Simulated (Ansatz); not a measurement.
**W6S15: single-point calculation**

The run: single-point calculation of W6S15. Method and program: RKS r2SCANh/def2-TZVP (Ansatz 0.2.0).

Some settings of this run were made unusual or wrong on purpose. The geometry comes from this level: PBE-D4/def2-SVP.

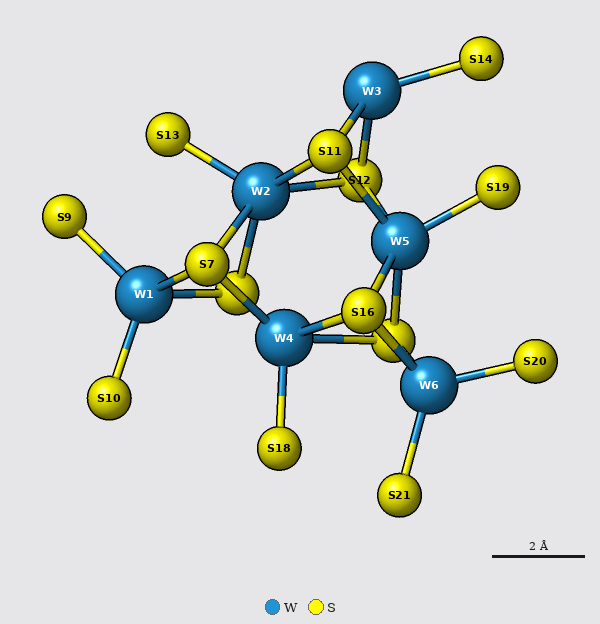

The structure (ball-and-stick view, seen at a tilt; atoms are numbered from 1 in the order of the input). Sticks mark near contacts.

**Outcome**

| quantity | value |
| --- | --- |
| outcome | converged |
| total energy | −120659.7205 eV |
| SCF solution under orbital rotations | stable |
| hardware | 2 CPU threads, shared host |
| wall time | 22 s (CPU time 25 s) |
| peak memory | 1.3 GiB |

**What went wrong**

A setting was made wrong on purpose: two atoms are placed far too close. The program still converged, but the numbers can't be taken as results for the intended system.

**Input**
```yaml
crystal:
  periodic: [false, false, false]
  atoms:
    - {symbol: W, position_ang: [-3.402334, -1.837202, 0.000823]}
    - {symbol: W, position_ang: [-1.592188, 1.055142, 0.002187]}
    - {symbol: W, position_ang: [0.110080, 3.865044, 0.003559]}
    - {symbol: W, position_ang: [-0.117660, -1.906578, -0.001712]}
    - {symbol: W, position_ang: [1.709854, 0.851225, -0.000483]}
    - {symbol: W, position_ang: [3.292105, -2.027810, -0.004377]}
    - {symbol: S, position_ang: [-1.841505, -1.029625, 1.952904]}
    - {symbol: S, position_ang: [-1.844438, -1.025955, -1.952090]}
    - {symbol: S, position_ang: [-5.622592, -0.672008, 0.003600]}
    - {symbol: S, position_ang: [-3.456489, -4.244922, -0.001416]}
    - {symbol: S, position_ang: [0.032904, 2.108133, 1.954474]}
    - {symbol: S, position_ang: [0.029982, 2.111817, -1.950550]}
    - {symbol: S, position_ang: [-3.956809, 1.692769, 0.004556]}
    - {symbol: S, position_ang: [2.229830, 5.204714, 0.003233]}
    - {symbol: S, position_ang: [1.812950, -1.034110, 1.950173]}
    - {symbol: S, position_ang: [1.812950, -1.084110, 1.950173]}
    - {symbol: S, position_ang: [1.810025, -1.080435, -1.954937]}
    - {symbol: S, position_ang: [0.512677, -4.273227, -0.004415]}
    - {symbol: S, position_ang: [3.444255, 2.580498, -0.000140]}
    - {symbol: S, position_ang: [5.404154, -0.870502, -0.004864]}
    - {symbol: S, position_ang: [3.392849, -4.533298, -0.006808]}
basis:
  gaussian: {orbitals: def2-TZVP, fitting: {mean_field: def2-universal-jkfit}}
hamiltonian: {xc: {name: r2SCANh}, pseudopotentials: {relativity: none}}
scf: {omitted_lower_state_checks: [starts]}
```

Run as:
```bash
ansatz run in.yaml --threads 2 --pin off --events-out ev --progress --plain --max-ram 22528MiB --backend cuda --devices 0, --max-vram 18GiB
```

**The program's output**
```
Functional definition: r2SCANh
  name "r2SCANh"
  cite "Bursch, Neugebauer, Ehlert & Grimme, J. Chem. Phys. 156, 134105 (2022) doi:10.1063/5.0086040"
  cite "Furness, Kaplan, Ning, Perdew & Sun, J. Phys. Chem. Lett. 11, 8208 (2020) doi:10.1021/acs.jpclett.0c02405"
  cite "Furness, Kaplan, Ning, Perdew & Sun, J. Phys. Chem. Lett. 11, 9248 (2020) doi:10.1021/acs.jpclett.0c03077"
  parent r2scan
  parameter a = 0.1
  parameter k0 = 0.174
  parameter k1 = 0.065
  parameter a1 = 4.9479
  exchange = (1 - a)*r2scan_x(k0 = k0, k1 = k1, a1 = a1) + a*exact_x
  correlation = r2scan_c
these checks for a lower state are left out or cut short: starts
3282 factors; integrals over basis functions are off by at most 2.7e-1 eV
mean field evaluation 1: about -120418.4759 eV, gradient 3.4e2 eV
mean field evaluation 2: about -115285.9464 eV, gradient 1.2e3 eV
mean field evaluation 4: about -117134.4697 eV, gradient 8.5e2 eV
mean field evaluation 8: about -120650.9122 eV, gradient 3.0e1 eV
mean field evaluation 16: about -120659.7182 eV, gradient 4.4e0 eV
mean field -120659.72051986 eV, -4434.1629430087 hartree, gradient 2.7e-5 eV, S^2 0.000000; 0 other end points of the search recorded, 0 dependent functions left out
reference -120659.72054273 eV, -4434.1629438493 hartree; 162, 162 occupied and 633, 633 virtual orbitals, 3282 factors
Total energy: -120659.72054273 eV, -4434.1629438493 hartree
Checks for a lower state left out: starts
```
